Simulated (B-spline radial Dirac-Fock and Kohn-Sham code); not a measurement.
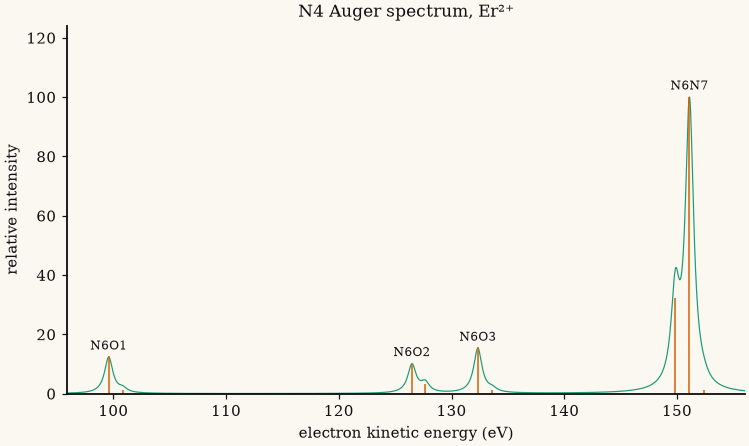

Auger and Coster–Kronig groups that fill an N4 (4d3/2) hole, broadened by 0.90 eV full width. Kinetic energies count from the vacuum level; very weak lines are left out. Species: Er²⁺, configuration [Xe] 4f12, inside a Watson sphere of charge −2 and radius 2.2 Å that stands in for a crystal. Level of theory: independent-particle Coulomb rates on relativistic LDA orbitals, configuration-average energies from Dirac–Fock; calculated with a radial B-spline solver. Widths ruled by Coster–Kronig decay come out up to twice the measured ones in this model.

Q: How wide is the N4 level from this decay?

A: The non-radiative width is 5.00 eV.

Q: Which group is strongest?

A: N4-N6N7 at 151.1 eV, 56 % of the non-radiative width.
